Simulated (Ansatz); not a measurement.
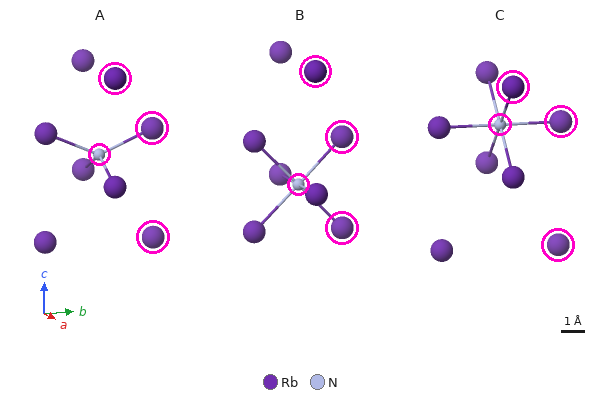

3 geometries from a converged minimum-energy path of Rb with an interstitial N (17 atoms in the cell), shuffled. A ball-and-stick model of the atoms within 5.0 Å of the middle of the path, seen slightly off an axis. The atoms that move most are ringed. Bonds to atoms that aren't drawn are left out.

These are results of Ansatz 0.2.0, DFT PBE, scalar-relativistic, plane waves, PAW, not measurements. Settings: plane-wave cutoff 420 eV; k-point mesh 2 × 2 × 2; Fermi-Dirac smearing 0.1 eV; 5 movable images; climbing image; force threshold 0.05 eV/Å; iteration limit 53; starting path by straight interpolation.

Which frame is the transition state?

Answer. A. In order along the path, whose images run from 0 to 6: B (image 0, 0.00 eV), A (image 3, +0.44 eV), C (image 6, 0.00 eV). The N atom travels furthest, 2.72 Å from end to end, along +c, on a straight line. At the highest image its nearest neighbour (Rb) is 2.72 Å away, against 2.86 Å at the start, and the surrounding atoms stand up to 0.15 Å off the mean of their end positions.

Limits of the set-up: the cell has an odd number of electrons but was run without spin polarisation.

Cost: 7.2 min on 4 threads of Intel(R) Xeon(R) Platinum 8488C (Sapphire Rapids) (shared host), peak memory 5.7 GiB.
